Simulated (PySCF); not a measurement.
```xyz
14

C    -0.8395    1.3805    0.9522
C    -0.4291    0.2676    0.3548
C    -1.3180   -0.4765   -0.6159
O    -2.4914    0.0125   -0.8952
C     0.9451   -0.3057    0.5606
C     1.7318   -0.4482   -0.7143
O     1.2755   -0.5230   -1.8210
H    -1.8301    1.7522    0.7540
H    -0.2291    1.9293    1.6490
H    -1.3377   -1.5691   -0.3734
H    -0.6945   -0.4955   -1.5657
H     0.8767   -1.3181    0.9778
H     1.5157    0.2982    1.2681
H     2.8240   -0.5045   -0.5533
```

Geometry: GFN2-xTB.

All numbers below come from PySCF, UKS B3LYP, pcH-1 on C H O, non-relativistic, mean-field spin-orbit, GIAO.

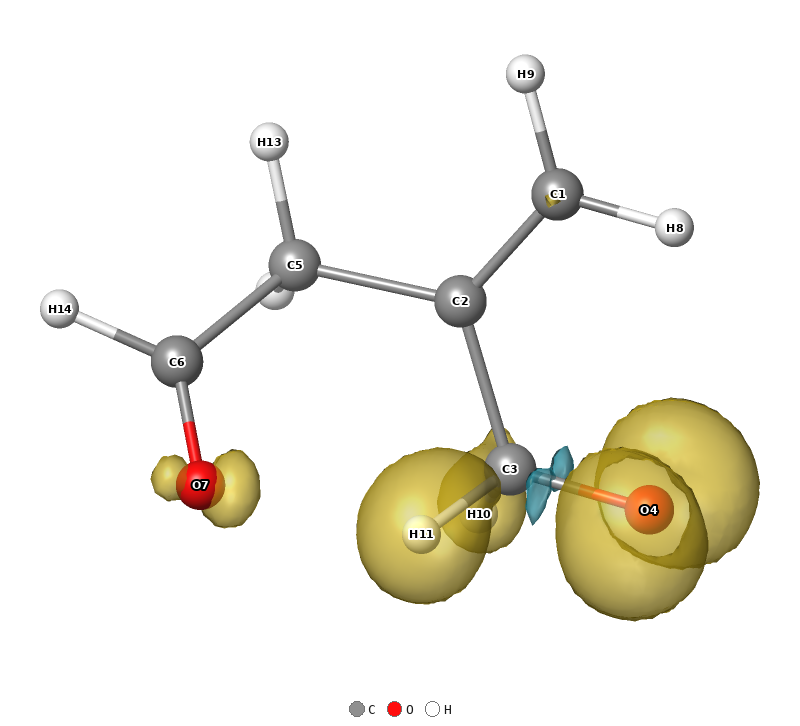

C₅H₇O₂ (SMILES C=C(C[O])CC=O) (doublet). Isosurfaces of the spin density (α minus β) at +0.04 (yellow) and −0.04 e/Å³ (cyan), seen across its widest extent.

Where is the unpaired spin?

The unpaired spin (1 electron) lies mostly on O4 (about 0.7) and H11 (about 0.1), in electrons by Hirshfeld's partition.
